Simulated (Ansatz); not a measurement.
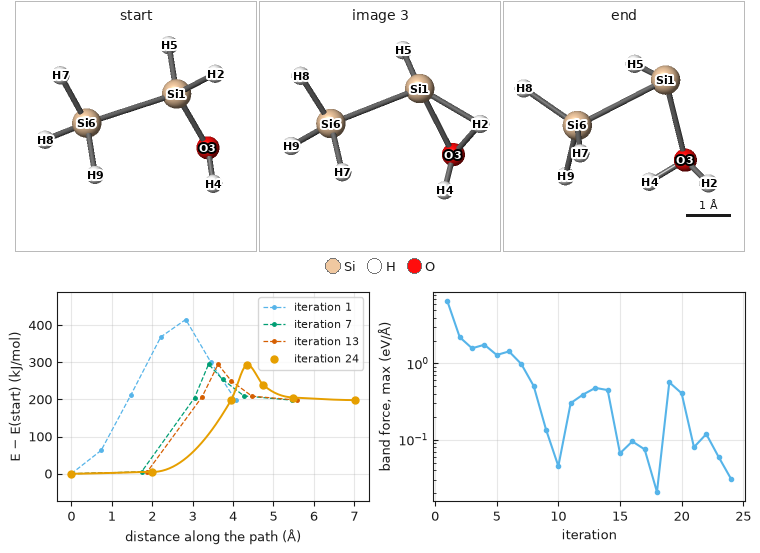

A nudged-elastic-band calculation for Si2H6O. Images are numbered from 0 (start) to 6 (end). The plot follows the band through its iterations. The picture is a ball-and-stick view, seen at a tilt.

Computed with RKS r2SCANh-D4/cc-pVDZ in Ansatz. Set-up: 5 movable images; climbing image; force threshold 0.05 eV/Å; iteration limit 60; starting path through a guess of the saddle point.

**Judge this run.**

The run is converged, with reservations. The band converged in 24 iterations. The largest component of the band force went from 6.5 to 0.031 eV/Å. The climbing image converged on the top of the path. Its curvatures weren't checked. The first iteration put the highest image at 415.1 kJ/mol. The highest point, image 3, lies 293.3 kJ/mol above the start and 95.1 kJ/mol above the end; the end is at +198.1 kJ/mol relative to the start.

Cost: 2.4 min on 2 threads of Intel(R) Xeon(R) 6975P-C (Granite Rapids), with other jobs on the host, peak memory 0.19 GiB.
